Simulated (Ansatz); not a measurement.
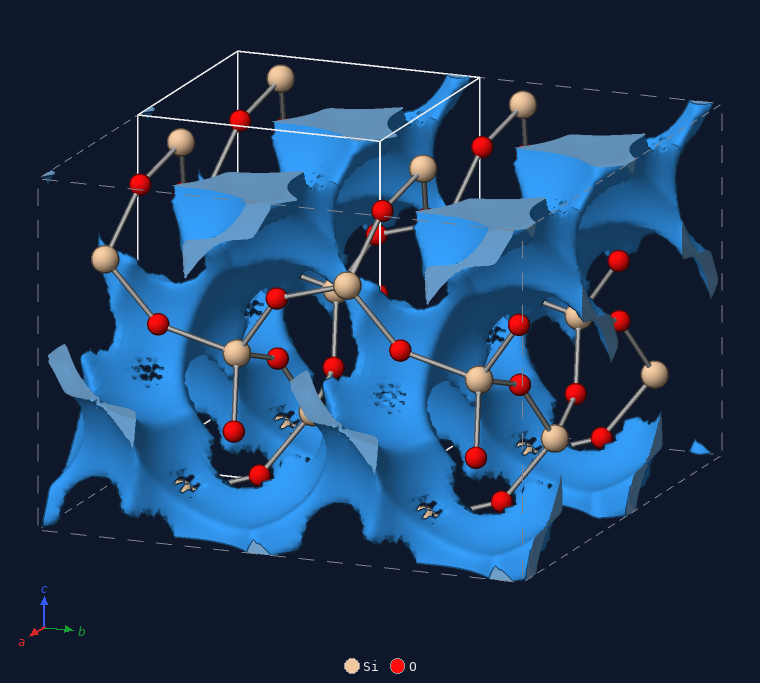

The blue surface encloses the points that the centre of a probe sphere of radius 0.60 Å can occupy in SiO₂ in space group P4_12_12, computed on a grid of about 0.14 Å (2×2×1 cells shown, view slightly off an axis; pale faces close the region where the box cuts it).

Hard-sphere model; Shannon crystal radii (six-coordinate where tabulated): Si 0.54 Å, O 1.26 Å.

Origin of the cell: the end point of a relaxation with Ansatz 0.2.0, DFT LDA, scalar-relativistic, plane waves, PAW.

```yaml
crystal:
  lattice:
    - [4.95082, 0.00000, 0.00000]
    - [0.00000, 4.95082, 0.00000]
    - [0.00000, 0.00000, 6.88320]
  atoms:
    - { symbol: Si, position: [0.30357, 0.30357, 0.00000] }
    - { symbol: Si, position: [0.19643, 0.80357, 0.25000] }
    - { symbol: Si, position: [0.69643, 0.69643, 0.50000] }
    - { symbol: Si, position: [0.80357, 0.19643, 0.75000] }
    - { symbol: O, position: [0.23764, 0.11173, 0.18256] }
    - { symbol: O, position: [0.38827, 0.73764, 0.43256] }
    - { symbol: O, position: [0.76236, 0.88827, 0.68256] }
    - { symbol: O, position: [0.61173, 0.26236, 0.93256] }
    - { symbol: O, position: [0.73764, 0.38827, 0.56744] }
    - { symbol: O, position: [0.88827, 0.76236, 0.31744] }
    - { symbol: O, position: [0.26236, 0.61173, 0.06744] }
    - { symbol: O, position: [0.11173, 0.23764, 0.81744] }
```

> Describe the connectivity of the accessible space.

Where they connect, they form a three-dimensional network.

> What share of the cell can the probe's centre reach?

About 11 % of the volume (19 Å³ of 168.7 Å³).

> Give the largest included and the largest free sphere.

The largest sphere that fits anywhere has a diameter of 2.19 Å; the largest that can travel through the crystal, about 1.6 Å.

> How does the connectivity change as the probe shrinks?

Below a radius of about 0.78 Å the space forms a three-dimensional network. These are grid estimates, good to about 0.05 Å.
